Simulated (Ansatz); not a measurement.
```yaml
atoms:
  - { symbol: Al, position_ang: [-0.0185, -0.0553, -0.1009] }
  - { symbol: Cl, position_ang: [0.0104, -0.6687, 1.9068] }
  - { symbol: Cl, position_ang: [1.7785, 0.4356, -1.0473] }
  - { symbol: N, position_ang: [-1.5441, 0.0344, -0.9559] }
  - { symbol: H, position_ang: [-2.4450, -0.1953, -0.5518] }
  - { symbol: H, position_ang: [-1.6441, 0.2986, -1.9295] }
  - { symbol: N, position_ang: [-0.0685, 0.2893, 5.4413] }
  - { symbol: H, position_ang: [-0.3911, -0.6757, 5.2549] }
  - { symbol: H, position_ang: [0.3477, 0.5370, 4.5274] }
```

The calculation used Ansatz 0.2.0, UKS PBE0/def2-SVP.

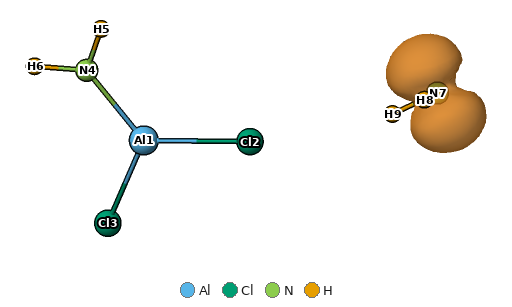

AlCl₂H₂N···NH₂ (doublet). Isosurfaces of the spin density at +0.08 (orange) and −0.08 e/Å³ (purple), seen at a tilt.

Describe the spin distribution.

Answer. The unpaired spin (1 electron) lies mostly on N7 (about 0.9), in electrons by Hirshfeld's partition.
